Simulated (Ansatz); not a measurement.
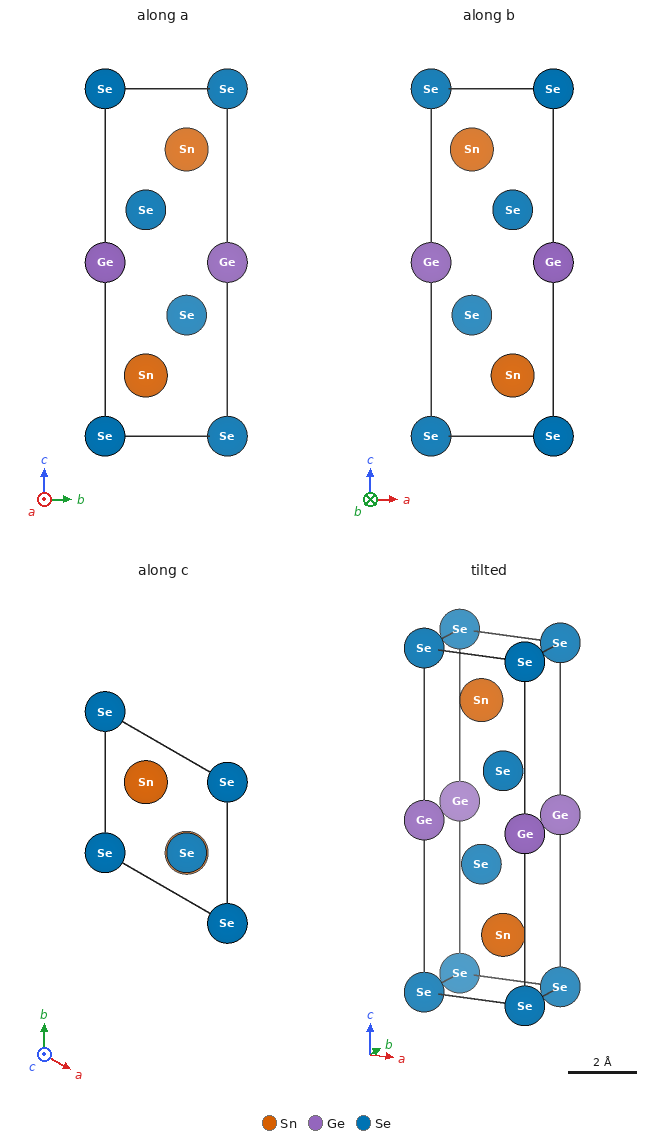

Drawn in the spheres-only manner and seen along the a axis, along the b axis, along the c axis and slightly off an axis. The conventional unit cell is outlined; an atom on or near a face, edge or corner is repeated at each equivalent position.

Lattice parameters: a = 4.188 Å, b = 4.188 Å, c = 10.298 Å, α = 90.00°, β = 90.00°, γ = 120.00°.

### Set out the cell and atoms as a table of Wyckoff sites, with free fractional coordinates to two decimals.

Space group P-3m1 (No. 164).
```tsv
atom	site	x	y	z
Sn	2d	0.3333	0.6667	0.83
Ge	1b	0.00	0.00	0.50
Se	2d	0.3333	0.6667	0.35
Se	1a	0.00	0.00	0.00
```

Starting structure: a structure type filled with these elements by a generator (whether the compound takes this form wasn't checked). Earlier steps of the study, as a rule a relaxation of our own, may have changed the cell and positions, so they can lie some per cent off the listed ones. Ansatz was used for an electronic-structure calculation on it.
